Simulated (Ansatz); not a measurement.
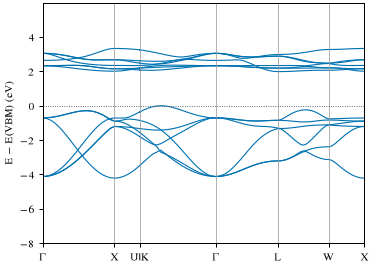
*Band structure from LDA in the plane-wave PAW code Ansatz*

Problem. Read off the gap and where the band edges lie.

Solution. About 2.0 eV (1.98 eV by a search for the band edges); maximum on the K–Γ line, 28 % of the way from K, minimum at L.

Problem. Pick the material that matches.
A. HfO2, fluorite
B. CdTe, zinc blende
C. CeO2, fluorite
D. SrO, rock salt

Solution. C, CeO2, fluorite

Space group Fm-3m (fluorite). The cell was relaxed with LDA under the symmetry of its start. The run is not spin-polarised. The 4f shell is in the valence. No Hubbard U is applied. Spin–orbit coupling is left out wherever it is not named.

Potentials: the earlier of the program's two PAW sets. The files were generated under PBE; for other functionals the program regenerates the frozen cores, and for LDA and PBEsol the local potential too.
